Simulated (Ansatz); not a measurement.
C₂H₅Zn (SMILES C=[CH][ZnH2-]) (charge −1)

```xyz
8

C     0.7567   -0.8755   -0.6044
C     1.6193   -0.5577    0.3775
Zn   -0.1422    0.4935   -1.8263
H     2.1041   -1.2982    1.0373
H     1.8918    0.4879    0.5766
H    -1.1886    0.0212   -3.0030
H     0.2349    2.0724   -1.5696
H     0.5740   -1.9630   -0.6921
```

Geometry: PBE0-D3(BJ)/def2-SVPD.

Computed with isolated molecule in a Gaussian basis; Kohn-Sham density functional theory, functional PBE0 in Ansatz.

**What will maps of the electron density and electron localisation function show?**

C–C (1.35 Å): the density is about 2.3 e/Å³ at the midpoint; the ELF peaks at about 0.90 between the atoms (a multiple bond).
C–Zn (2.04 Å): the density is about 0.63 e/Å³ at the midpoint; the ELF peaks at about 0.95 in the valence shell of C, 0.7 Å from its nucleus, and is about 0.40 at the midpoint.
C–H (1.10 Å): ρ at the midpoint is about 2 e/Å³; the ELF climbs to about 1 towards the hydrogen, as it does in any bond to H; a covalent bond by its length.
Zn–H (1.64 Å): ρ at the midpoint is about 0.8 e/Å³; the ELF climbs to about 1 towards the hydrogen.

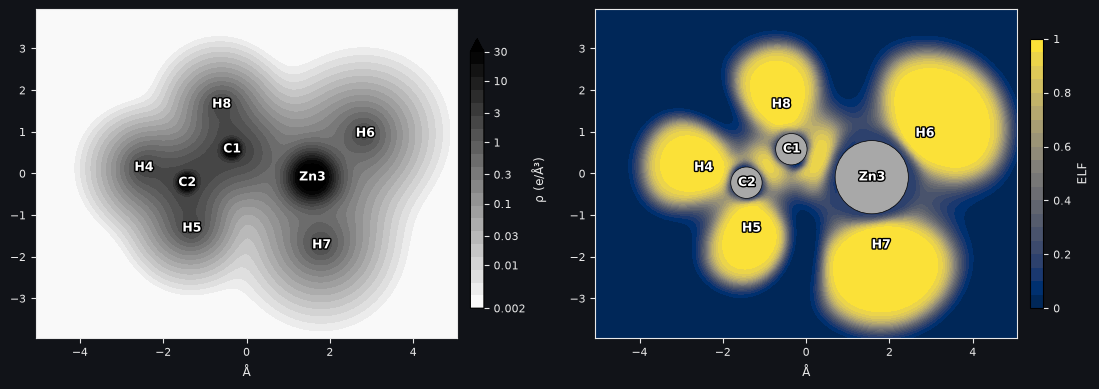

Computed electron density and electron localisation function on the molecular plane, in this order. Grey discs cover the atomic cores in the ELF map. 
